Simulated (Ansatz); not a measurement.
# BHF2 (SMILES FBF) at wB97M-V/def2-TZVPP

What is the vertical singlet–triplet gap of BHF2 at wB97M-V/def2-TZVPP? 

Program for the calculation: Ansatz 0.2.0.

46 further runs of the same task are left out: 46 set aside as unsound or not needed.

**1. The molecule**

The species is BHF2 (4 atoms), meant as a singlet with charge 0. SMILES: `FBF`. Geometry: relaxed at PBE0-D4/def2-TZVP.

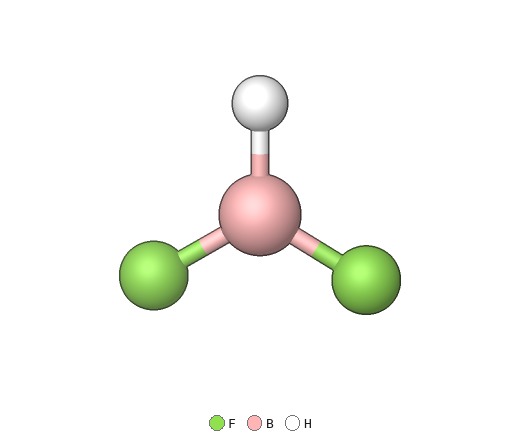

The structure, seen from a chosen angle (fluorine green, boron pink, hydrogen white).

**2. A single-point energy at wB97M-V/def2-TZVPP**

The input, molecule.yaml:

```yaml
crystal:
  periodic: [false, false, false]
  atoms:
    - {symbol: F, position_ang: [1.154300, 0.456900, -0.361900]}
    - {symbol: B, position_ang: [-0.001900, -0.031000, 0.025200]}
    - {symbol: F, position_ang: [-1.095400, 0.528700, -0.438900]}
    - {symbol: H, position_ang: [-0.057000, -0.954600, 0.775600]}
basis:
  gaussian: {orbitals: def2-TZVPP}
hamiltonian: {xc: {name: wB97M-V}}
total_charge: 0
accuracy: high
output: {orbitals: {seedname: orbitals}}
```

Command:

```bash
$ ansatz run molecule.yaml --threads 1 --pin off --max-ram 3480MiB --events-out events.jsonl --progress --plain --runs-dir runs
```

Standard output:

```text
Warning: RAYON_NUM_THREADS=1 ignored (pool sized by the plan → 1); use --threads N
Functional definition: wB97M-V
  name "wB97M-V"
  parameter omega = 0.3/bohr
  parameter cx = 0.15
  parameter cx01 = 1.007
  parameter cx10 = 0.259
  parameter css00 = 0.443
  parameter css04 = -1.437
  parameter css10 = -4.535
  parameter css20 = -3.390
  parameter css43 = 4.278
  parameter cos00 = 1.000
  parameter cos10 = 1.358
  parameter cos20 = 2.924
  parameter cos21 = -8.812
  parameter cos60 = -1.390
  parameter cos61 = 9.142
  parameter b = 6.0
  parameter c = 0.01
  gx(w, u) = 1 - cx + cx01*u + cx10*w
  gss(w, u) = css00 + css04*u^4 + css10*w + css20*w^2 + css43*w^4*u^3
  gos(w, u) = cos00 + cos10*w + (cos20 + cos21*u)*w^2 + (cos60 + cos61*u)*w^6
  exchange = spin_sum(e_x_unif_sr(omega)*gx(b97_w, b97_u_x)) + cx*exact_x_sr(omega) + exact_x_lr(omega)
  correlation = spin_sum(e_c_pw_mod_same_spin*gss(b97_w, b97_u_same))
      + integral(e_c_pw_mod_opposite_spin*gos(b97_w_opposite, b97_u_opposite)) + vv10(b, c)
1729 factors; integrals over basis functions are off by at most 3.4e-9 eV
246 factors; integrals over basis functions are off by at most 1.1e-9 eV
mean field evaluation 1: about -6128.4978 eV, gradient 3.6e1 eV
mean field evaluation 2: about -6128.4705 eV, gradient 4.1e1 eV
mean field evaluation 4: about -6130.4465 eV, gradient 1.9e-1 eV
mean field evaluation 8: about -6130.4475 eV, gradient 3.0e-3 eV
mean field evaluation 16: about -6130.4475 eV, gradient 1.6e-6 eV
mean field -6130.44745210 eV, -225.2897884981 hartree, gradient 5.5e-8 eV, S^2 0.000000; 0 other end points of the search recorded, 0 dependent functions left out
reference -6130.44745667 eV, -225.2897886660 hartree; 12, 12 occupied and 95, 95 virtual orbitals, 1729 factors
Total energy: -6130.44745667 eV, -225.2897886660 hartree
```

Run time: 21 s. Hardware: 1 thread of Intel Xeon Platinum 8175M at 2.50GHz (Skylake/Cascade Lake), shared host; peak memory 0.41 GiB.

**3. The triplet, same level**

molecule.yaml, as its differences from that of step 2:

```diff
@@ -8,6 +8,10 @@
 basis:
-  gaussian: {orbitals: def2-TZVPP}
-hamiltonian: {xc: {name: wB97M-V}}
-total_charge: 0
+  gaussian:
+    orbitals: def2-TZVPP
 accuracy: high
+magnetization:
+  spin_polarized: true
+  initial_magnetization: 2
+hamiltonian:
+  xc: {name: wB97M-V}
 output: {orbitals: {seedname: orbitals}}
```

Command:

```bash
$ ansatz run molecule.yaml --threads 1 --pin off --max-ram 3480MiB --events-out events.jsonl --progress --plain --runs-dir runs
```

Standard output, cut to the lines that bear on the results:

```text
Warning: RAYON_NUM_THREADS=1 ignored (pool sized by the plan → 1); use --threads N
[... 2 set-up lines as earlier in the session ...]
[...]
  gx(w, u) = 1 - cx + cx01*u + cx10*w
  gss(w, u) = css00 + css04*u^4 + css10*w + css20*w^2 + css43*w^4*u^3
  gos(w, u) = cos00 + cos10*w + (cos20 + cos21*u)*w^2 + (cos60 + cos61*u)*w^6
[...]
      + integral(e_c_pw_mod_opposite_spin*gos(b97_w_opposite, b97_u_opposite)) + vv10(b, c)
1729 factors; integrals over basis functions are off by at most 3.4e-9 eV
246 factors; integrals over basis functions are off by at most 1.1e-9 eV
[...]
mean field -6122.32101586 eV, -224.9911474746 hartree, gradient 9.1e-8 eV, S^2 2.003699; 0 other end points of the search recorded, 0 dependent functions left out
reference -6122.32101974 eV, -224.9911476172 hartree; 13, 11 occupied and 94, 96 virtual orbitals, 1729 factors
Total energy: -6122.32101974 eV, -224.9911476172 hartree
```

Wall time 46 s (1 thread of Intel Xeon Platinum 8175M at 2.50GHz (Skylake/Cascade Lake), shared host); peak memory 0.66 GiB.

**4. Summary of results**

Level: wB97M-V/def2-TZVPP.

| quantity | value |
| --- | --- |
| singlet: total energy | -225.28979 Eh |
| singlet: HOMO energy | -13.27 eV |
| singlet: LUMO energy | 1.61 eV |
| singlet: HOMO–LUMO gap | 14.88 eV |
| triplet: total energy | -224.99115 Eh |
| triplet: HOMO energy (highest over α and β) | -5.44 eV |
| triplet: ⟨S²⟩ | 2.004 |
| vertical energy of the triplet above the singlet | 8.126 eV |

At this shape the triplet lies 8.13 eV (784 kJ/mol) above the singlet.
